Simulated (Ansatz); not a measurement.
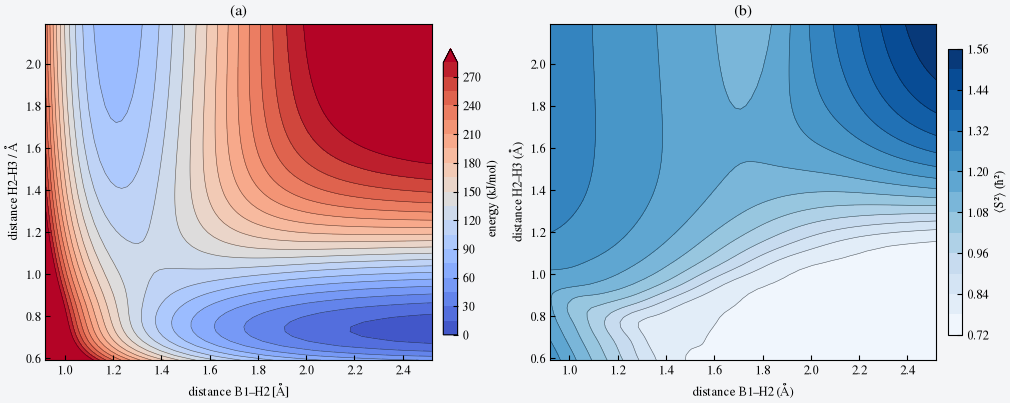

The system B + H₂, spin multiplicity 2. The first coordinate is: distance B1–H2; the second: distance H2–H3. Nothing is relaxed (the angle B1–H2–H3 is fixed at 140 degrees). Grid: 17 × 17 points. Points are written as (first, second). All energies are given in kJ/mol relative to B far from the relaxed HH (each part in its own basis). In part of the range the unrestricted reference is strongly spin-contaminated. Theory: UHF/aug-cc-pVTZ in Ansatz 0.2.0.

Panel (a) is the energy and panel (b) the computed ⟨S²⟩ on the same grid.

In the figure: filled contours, one colour for all values above the top of the scale. Between grid points the surface is interpolated.

> How does the ⟨S²⟩ vary over the map, and what is it at the lowest grid point?

Leaving out the highest fifth of the energies, it runs from 0.76 ħ² at (2.520 Å, 0.856 Å) to 1.29 ħ² at (0.920 Å, 1.813 Å). At the lowest grid point, (2.520 Å, 0.774 Å), it is 0.76 ħ². That point lies on the edge of the scan.
